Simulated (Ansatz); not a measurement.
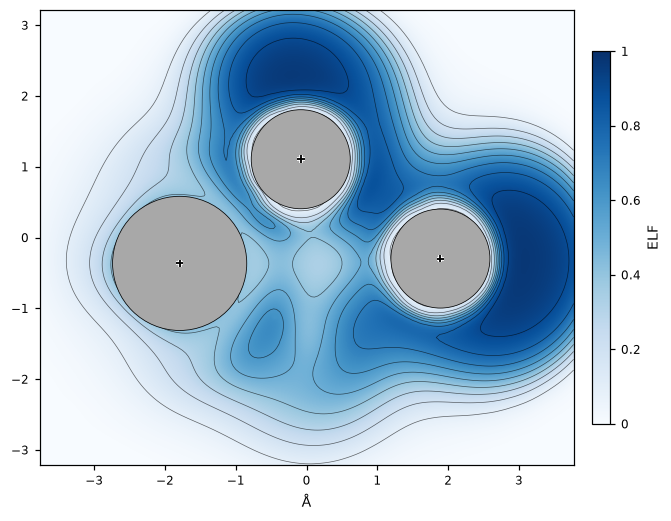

The electron localisation function on a plane through atoms (crosses mark nuclei in the plane; grey discs cover the cores).

Level of theory: Ansatz, UKS PBE0-D4/def2-TZVP.

Candidates:
A. O3W (quintet)
B. CH6OSi (charge +1, doublet)
C. PtSi3 (charge +1, quartet)

> Which candidate gave the map?

Candidate C: PtSi3 on the plane of atoms Pt1, Si2 and Si4, which holds Pt and Si. Si–Pt (2.26 Å): the ELF peaks at about 0.60 in the valence shell of Si, 1.0 Å from its nucleus, and is about 0.50 at the midpoint. Si–Si (2.42 Å): the ELF peaks at about 0.85 between the atoms; a shared electron pair.
